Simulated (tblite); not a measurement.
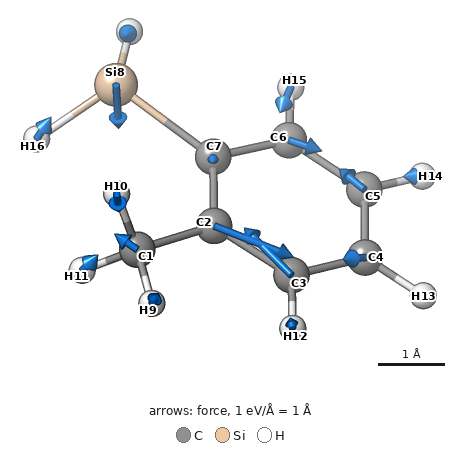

Starting geometry of C7H9Si (multiplicity 2) with the computed forces as blue arrows. Style: ball-and-stick. Shown from a free direction.

Level of theory: tblite, GFN2-xTB geometry optimisation, gas phase. 

What follows when this structure is relaxed?

Answer. It isn't relaxed: the largest force vector, on a C atom, is 1.34 eV/Å. The final displacements have little in common with the starting forces (cosine between the two patterns 0.28). After 58 geometry steps the energy has fallen by 4.43 kcal/mol. The atom that moves furthest after the best rigid fit is an H atom (0.53 Å). By element the largest moves are H 0.53 Å, Si 0.17 Å, C 0.10 Å. Near-neighbour distances that change, for instance: C–Si 1.882 → 1.840 Å, C–C 1.420 → 1.382 Å, H–Si 1.488 → 1.450 Å, C–C 1.397 → 1.377 Å. Bond angles that change, for instance: C–Si–H 110.0° → 122.6°, H–Si–H 108.8° → 115.8°, C–Si–H 110.3° → 117.2°. The run took 0.88 s on 1 thread of Intel(R) Xeon(R) Platinum 8259CL CPU @ 2.50GHz, with other jobs on the host.
